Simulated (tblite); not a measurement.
# C7H10F: the cost of one run

Computed with tblite 0.8.0 and PySCF 2.14.0, with density-fitted response routines of our own, on a single molecule in the gas phase. Atoms are numbered from 0 throughout.

**1. The molecule as given**

18 atoms, charge 0, multiplicity 2; geometry from: force field or distance geometry start.

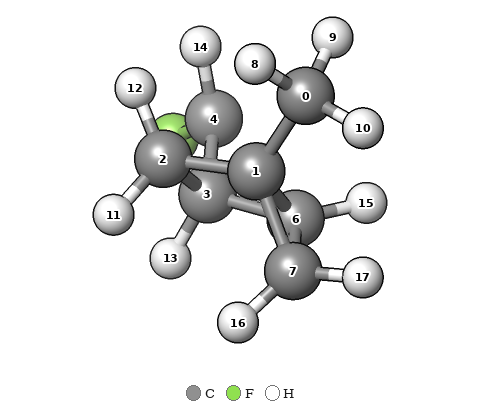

As it starts; carbon grey, fluorine green, hydrogen white, atoms numbered.

**2. Geometry optimisation with GFN2-xTB**

What the job is given:

```
{"job": {"kind": "relax", "xc": "GFN2-xTB", "basis": "xTB"}, "charge": 0, "multiplicity": 2}
C     -1.733700     0.971400    -0.079400
C     -0.771200    -0.138600    -0.132200
C      0.332000    -0.227100    -1.136900
C      1.308700    -0.347500     0.018300
C      2.176700     0.853500     0.117700
F      3.520200     0.606500     0.100700
C      0.175500    -0.447700     0.988200
C     -0.991900    -1.360000     0.739600
H     -2.156600     1.102000    -1.107700
H     -1.344000     1.956300     0.214700
H     -2.589900     0.661000     0.576200
H      0.295400    -1.230000    -1.643800
H      0.515400     0.637800    -1.769300
H      1.914000    -1.299500    -0.032400
H      1.861800     1.724600    -0.490400
H      0.177300     0.101200     1.959300
H     -0.862700    -2.301700     0.193900
H     -1.835800    -1.255700     1.472100
```

Started as:

```console
$ OMP_NUM_THREADS=1 python probes_run.py task.json out
```

One launch serves the whole session: the jobs run in the order shown.

Q: Estimate the wall time of this first job on 1 thread of AMD EPYC, shared host.

About 1.2 s.
